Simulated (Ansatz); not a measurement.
**Geometry relaxation, with input and output: C2H8S2Si (part 2 of 2)**

C2H8S2Si; RKS PBE-D4/def2-SVP (Ansatz 0.2.0). The geometry: force-field start.

Geometry of the input (Å):
```
Si -1.8488  -0.6674  0.1937
C  -0.2922  0.1424  0.7349
C  0.9677  -0.4539  0.1580
S  1.3709  -0.1118  -1.6065
S  1.6043  1.9012  -1.6713
H  -3.0240  -0.0080  0.9407
H  -2.1076  -0.4028  -1.2623
H  -1.8340  -2.0644  0.4513
H  -0.2463  0.0439  1.8684
H  -0.3206  1.2272  0.5837
H  1.8523  -0.0731  0.7520
H  1.0225  -1.5358  0.3193
H  2.8763  1.9675  -1.4471
```

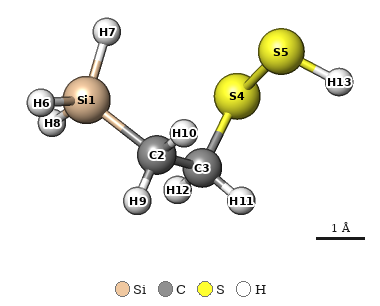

Fig. 1: The geometry at step 6 of the log (ball-and-stick view, seen at a tilt; atoms are numbered from 1 in the order of the input).

### What the program printed, continued
```
relax step  11: F+E_penalty+E_count = -31725.64416003 eV  Δ(F+E_penalty+E_count) = -2.321e-4 eV  max|allowed force component| = 2.336e-2 eV/Å  Δτ_max = 0.0072 Å  (32 SCF iters, accepted)
1386 factors; their error is unknown
mean field evaluation 96: about -31725.3368 eV, gradient 3.2e0 eV
mean field -31725.27218924 eV, -1165.8822487927 hartree, gradient 1.7e-5 eV, S^2 0.000000; 1 other end points of the search recorded, 0 dependent functions left out
the calculation of the forces begins
reference -31725.27222602 eV, -1165.8822501444 hartree; 33, 33 occupied and 89, 89 virtual orbitals, 1386 factors
Total energy: -31725.64419681 eV, -1165.8959198188 hartree
Atom 0 at    -1.771447    -0.470017     0.018155 Å, force    -0.002075    -0.005929    -0.001304 eV/Å
Atom 1 at    -0.199407     0.141139     0.911665 Å, force     0.012550    -0.008085    -0.001743 eV/Å
Atom 2 at     1.104797    -0.478115     0.414629 Å, force    -0.003882     0.003061    -0.018125 eV/Å
Atom 3 at     1.316749    -0.448111    -1.417193 Å, force     0.002193     0.001474     0.023362 eV/Å
Atom 4 at     1.115045     1.575066    -1.887138 Å, force     0.002542    -0.000662     0.002081 eV/Å
Atom 5 at    -2.962024    -0.150018     0.885763 Å, force     0.001193     0.000421     0.000274 eV/Å
Atom 6 at    -1.972180     0.200082    -1.311225 Å, force     0.000948     0.000863     0.000544 eV/Å
Atom 7 at    -1.715296    -1.962286    -0.179358 Å, force     0.000078     0.000836     0.000541 eV/Å
Atom 8 at    -0.308114    -0.051078     2.001383 Å, force    -0.001681     0.003892     0.000924 eV/Å
Atom 9 at    -0.155855     1.245564     0.792736 Å, force    -0.001221     0.001204     0.002427 eV/Å
Atom 10 at     1.997866    -0.016512     0.887041 Å, force    -0.002813    -0.002631    -0.006771 eV/Å
Atom 11 at     1.145605    -1.569712     0.627664 Å, force    -0.006159     0.005195    -0.000414 eV/Å
Atom 12 at     2.424762     1.948999    -1.729320 Å, force    -0.001673     0.000362    -0.001794 eV/Å
Dipole moment:     0.307601     0.105177     0.346834 e Å
```

### Trajectory as extended XYZ (Å, eV, eV/Å), 11 frames, from step=1 to step=11
```
13
Properties=species:S:1:pos:R:3:forces:R:3 step=1 energy=-31725.26120
Si   -1.8488   -0.6674    0.1937   -1.6511   1.8492  -0.5452
C    -0.2922    0.1424    0.7349    0.4846  -0.0155   1.3097
C     0.9677   -0.4539    0.1580    1.5296   0.9188   0.8762
S     1.3709   -0.1118   -1.6065   -0.3751  -1.2039  -0.0845
S     1.6043    1.9012   -1.6713   -2.1532   0.8074  -0.3832
H    -3.0240   -0.0080    0.9407    0.3567  -0.3231  -0.1633
H    -2.1076   -0.4028   -1.2623    0.0110  -0.1421  -0.0850
H    -1.8340   -2.0644    0.4513    0.0559  -1.6907   0.3123
H    -0.2463    0.0439    1.8684    0.0042  -0.0381  -0.6821
H    -0.3206    1.2272    0.5837   -0.0473   0.4950  -0.2617
H     1.8523   -0.0731    0.7520   -0.3373  -0.1290  -0.3640
H     1.0225   -1.5358    0.3193   -0.0944  -0.6394  -0.3726
H     2.8763    1.9675   -1.4471    2.2165   0.1112   0.4434
13
Properties=species:S:1:pos:R:3:forces:R:3 step=2 energy=-31725.56204
Si   -1.8621   -0.6069    0.1647   -0.5954   0.3640  -0.2936
C    -0.2557    0.1596    0.7408    0.4321   0.1664   0.6979
C     1.0319   -0.4421    0.1926    0.2281  -0.0483  -0.0637
S     1.2845   -0.1993   -1.6247    0.1233  -0.0512   0.2900
S     1.5070    1.8656   -1.6955   -0.5439   0.1905  -0.2413
H    -3.0217   -0.0077    0.9371    0.1523  -0.0255  -0.0914
H    -2.1035   -0.4089   -1.3084   -0.0120   0.0186   0.0569
H    -1.8404   -2.0556    0.4405    0.0214  -0.5937   0.0956
H    -0.2278    0.0695    1.8589   -0.0631  -0.0039  -0.2244
H    -0.2718    1.2511    0.5521    0.0235   0.1425  -0.1026
H     1.9400   -0.0643    0.7294   -0.2404  -0.0249  -0.2113
H     1.0523   -1.5461    0.3015   -0.0376  -0.1299  -0.0035
H     2.7877    1.9499   -1.2742    0.5117  -0.0044   0.0915
13
Properties=species:S:1:pos:R:3:forces:R:3 step=3 energy=-31725.60046
Si   -1.8751   -0.6133    0.1541   -0.1249  -0.0433  -0.0623
C    -0.2590    0.1533    0.7803    0.1382   0.0678   0.1156
C     1.0265   -0.4615    0.2319    0.1228   0.1790  -0.0936
S     1.3179   -0.1555   -1.5696   -0.0864  -0.1166  -0.0243
S     1.5018    1.9252   -1.7069    0.2673  -0.2018   0.1680
H    -3.0209   -0.0062    0.9170   -0.0290  -0.0007   0.0113
H    -2.1121   -0.4007   -1.3150    0.0267   0.0170   0.0181
H    -1.8522   -2.0973    0.4245    0.0004   0.0059  -0.0116
H    -0.2580    0.0576    1.8906   -0.0299  -0.0108  -0.0306
H    -0.2602    1.2478    0.5769   -0.0032  -0.0242  -0.0058
H     1.9270   -0.0983    0.7718   -0.0387  -0.0212   0.0406
H     1.0273   -1.5738    0.3062    0.0122   0.0606  -0.0712
H     2.8575    1.9876   -1.4470   -0.2555   0.0883  -0.0540
13
Properties=species:S:1:pos:R:3:forces:R:3 step=4 energy=-31725.61119
Si   -1.8642   -0.6016    0.1380   -0.1077   0.0160  -0.0235
C    -0.2497    0.1458    0.8002    0.0864   0.0272   0.0676
C     1.0385   -0.4608    0.2481    0.0610   0.1263  -0.0032
S     1.3016   -0.1864   -1.5535   -0.0174  -0.0522  -0.0916
S     1.4528    1.8937   -1.7057    0.1397  -0.1194   0.0692
H    -3.0163    0.0069    0.8941   -0.0066  -0.0145  -0.0052
H    -2.0665   -0.3543   -1.3293   -0.0001   0.0119   0.0022
H    -1.8673   -2.0897    0.3802    0.0140  -0.0039  -0.0088
H    -0.2595    0.0332    1.9070   -0.0161  -0.0201   0.0176
H    -0.2498    1.2430    0.6135   -0.0014  -0.0190  -0.0164
H     1.9373   -0.0834    0.7788    0.0018   0.0033   0.0385
H     1.0543   -1.5701    0.3353   -0.0152  -0.0074  -0.0299
H     2.8094    1.9886   -1.4919   -0.1384   0.0519  -0.0164
13
Properties=species:S:1:pos:R:3:forces:R:3 step=5 energy=-31725.62177
Si   -1.8493   -0.5711    0.1138   -0.0160  -0.0339   0.0123
C    -0.2319    0.1413    0.8220    0.0258  -0.0110  -0.0125
C     1.0604   -0.4669    0.2786    0.0043  -0.0037  -0.0001
S     1.3149   -0.2493   -1.5335    0.0166  -0.0321   0.0168
S     1.3720    1.8241   -1.7464   -0.0394   0.0026  -0.0118
H    -3.0062    0.0052    0.8867   -0.0032   0.0063  -0.0020
H    -2.0348   -0.2596   -1.3422   -0.0135   0.0244  -0.0104
H    -1.8646   -2.0693    0.2919    0.0175   0.0130  -0.0156
H    -0.2632    0.0117    1.9270    0.0050   0.0097  -0.0137
H    -0.2224    1.2387    0.6391    0.0026   0.0026   0.0261
H     1.9569   -0.0755    0.8048   -0.0074   0.0043  -0.0092
H     1.0798   -1.5750    0.3846   -0.0153   0.0046   0.0170
H     2.7090    2.0104   -1.5115    0.0231   0.0134   0.0031
13
Properties=species:S:1:pos:R:3:forces:R:3 step=6 energy=-31725.63045
Si   -1.8200   -0.5223    0.0686    0.0895  -0.0630  -0.0314
C    -0.2046    0.1332    0.8603   -0.0839  -0.0865  -0.0794
C     1.0942   -0.4821    0.3395   -0.0233  -0.0821   0.0203
S     1.3428   -0.3510   -1.4833    0.0169   0.1393   0.0825
S     1.2259    1.7115   -1.8114    0.0347  -0.0392  -0.0251
H    -2.9850   -0.0043    0.8750    0.0283  -0.0112  -0.0243
H    -1.9845   -0.0773   -1.3625   -0.0076  -0.0151   0.1102
H    -1.8445   -2.0370    0.1175    0.0167   0.1362  -0.0183
H    -0.2749   -0.0250    1.9611    0.0220   0.0382  -0.0660
H    -0.1755    1.2326    0.6946   -0.0041   0.0070   0.0571
H     1.9846   -0.0647    0.8586   -0.0152  -0.0019  -0.0618
H     1.1198   -1.5862    0.4846   -0.0195   0.0241   0.0428
H     2.5420    2.0376   -1.5877   -0.0544  -0.0458  -0.0068
13
Properties=species:S:1:pos:R:3:forces:R:3 step=7 energy=-31725.63490
Si   -1.8028   -0.5016    0.0488    0.0728  -0.0377  -0.0599
C    -0.1961    0.1308    0.8771   -0.0885  -0.0698  -0.0432
C     1.1049   -0.4855    0.3657   -0.0250  -0.0580   0.0240
S     1.3413   -0.3879   -1.4594    0.0232   0.1534   0.0382
S     1.1676    1.6642   -1.8404    0.0713  -0.0710   0.0045
H    -2.9760   -0.0213    0.8686    0.0420  -0.0157  -0.0312
H    -1.9629    0.0052   -1.3644   -0.0033  -0.0304   0.1409
H    -1.8216   -2.0162    0.0331    0.0155   0.1274  -0.0087
H    -0.2808   -0.0413    1.9744    0.0116   0.0295  -0.0546
H    -0.1600    1.2327    0.7299   -0.0045  -0.0011   0.0371
H     1.9945   -0.0546    0.8753   -0.0162  -0.0015  -0.0647
H     1.1360   -1.5863    0.5314   -0.0224   0.0186   0.0333
H     2.4763    2.0269   -1.6253   -0.0765  -0.0437  -0.0156
13
Properties=species:S:1:pos:R:3:forces:R:3 step=8 energy=-31725.64089
Si   -1.7767   -0.4760    0.0222   -0.0201  -0.0225  -0.0763
C    -0.1921    0.1344    0.8978   -0.0370   0.0097   0.0042
C     1.1099   -0.4869    0.3997    0.0185  -0.0298   0.0252
S     1.3369   -0.4331   -1.4278   -0.0163   0.0704  -0.0011
S     1.1042    1.5977   -1.8684    0.1424  -0.0281   0.0132
H    -2.9607   -0.0752    0.8716    0.0471  -0.0335  -0.0418
H    -1.9575    0.1317   -1.3495    0.0207  -0.0576   0.1430
H    -1.7563   -1.9851   -0.0985   -0.0071   0.1265   0.0029
H    -0.2956   -0.0532    1.9895   -0.0067  -0.0028  -0.0169
H    -0.1471    1.2396    0.7777   -0.0021  -0.0290  -0.0063
H     2.0006   -0.0366    0.8886   -0.0084  -0.0071  -0.0258
H     1.1440   -1.5822    0.5989   -0.0109   0.0299   0.0011
H     2.4110    1.9899   -1.6868   -0.1201  -0.0261  -0.0215
13
Properties=species:S:1:pos:R:3:forces:R:3 step=9 energy=-31725.64230
Si   -1.7724   -0.4722    0.0212   -0.0406  -0.0163  -0.0779
C    -0.1961    0.1348    0.9114   -0.0293   0.0247   0.0289
C     1.1065   -0.4834    0.4122    0.0081   0.0458   0.0149
S     1.3223   -0.4384   -1.4164    0.0411  -0.0056  -0.0565
S     1.1138    1.5838   -1.8961    0.0310  -0.0098   0.0544
H    -2.9658   -0.1157    0.8754    0.0417  -0.0118  -0.0248
H    -1.9544    0.1729   -1.3297    0.0055  -0.0389   0.0948
H    -1.7395   -1.9740   -0.1465    0.0084   0.0856   0.0118
H    -0.3044   -0.0602    2.0008   -0.0027  -0.0058   0.0011
H    -0.1517    1.2410    0.8006   -0.0062  -0.0267  -0.0170
H     1.9989   -0.0266    0.8906   -0.0045  -0.0074  -0.0027
H     1.1441   -1.5766    0.6195    0.0005   0.0149  -0.0237
H     2.4192    1.9795   -1.7285   -0.0529  -0.0486  -0.0033
13
Properties=species:S:1:pos:R:3:forces:R:3 step=10 energy=-31725.64393
Si   -1.7706   -0.4690    0.0190   -0.0285  -0.0270  -0.0325
C    -0.1981    0.1406    0.9117   -0.0112   0.0243   0.0199
C     1.1056   -0.4772    0.4139    0.0124  -0.0209   0.0105
S     1.3219   -0.4479   -1.4154   -0.0138  -0.0165  -0.0005
S     1.1111    1.5728   -1.8846    0.0207   0.0257  -0.0126
H    -2.9651   -0.1487    0.8838    0.0266   0.0039  -0.0118
H    -1.9653    0.2009   -1.3131   -0.0034  -0.0098   0.0229
H    -1.7198   -1.9636   -0.1789    0.0076   0.0360   0.0069
H    -0.3081   -0.0534    2.0010    0.0074  -0.0056   0.0018
H    -0.1555    1.2461    0.7983   -0.0025  -0.0149  -0.0102
H     1.9990   -0.0170    0.8867   -0.0032   0.0009   0.0058
H     1.1441   -1.5687    0.6275    0.0036   0.0019  -0.0001
H     2.4214    1.9501   -1.7352   -0.0157   0.0020  -0.0001
13
Properties=species:S:1:pos:R:3:forces:R:3 step=11 energy=-31725.64416
Si   -1.7714   -0.4700    0.0182   -0.0021  -0.0059  -0.0013
C    -0.1994    0.1411    0.9117    0.0126  -0.0081  -0.0017
C     1.1048   -0.4781    0.4146   -0.0039   0.0031  -0.0181
S     1.3167   -0.4481   -1.4172    0.0022   0.0015   0.0234
S     1.1150    1.5751   -1.8871    0.0025  -0.0007   0.0021
H    -2.9620   -0.1500    0.8858    0.0012   0.0004   0.0003
H    -1.9722    0.2001   -1.3112    0.0009   0.0009   0.0005
H    -1.7153   -1.9623   -0.1794    0.0001   0.0008   0.0005
H    -0.3081   -0.0511    2.0014   -0.0017   0.0039   0.0009
H    -0.1559    1.2456    0.7927   -0.0012   0.0012   0.0024
H     1.9979   -0.0165    0.8870   -0.0028  -0.0026  -0.0068
H     1.1456   -1.5697    0.6277   -0.0062   0.0052  -0.0004
H     2.4248    1.9490   -1.7293   -0.0017   0.0004  -0.0018
```

### Results in brief

- outcome: converged
- total energy: −31725.6442 eV
- mean-field energy: −31725.2722 eV
- dispersion energy: −0.3720 eV
- SCF solution under orbital rotations: stable
- largest force (length of the vector) at the end: 0.024 eV/Å
- dipole moment: 2.28 D
- hardware: 4 threads of Arm Neoverse V1, 23 GiB of memory available, shared host
- wall time: 20 s (CPU time 71 s)
- peak memory: 0.18 GiB
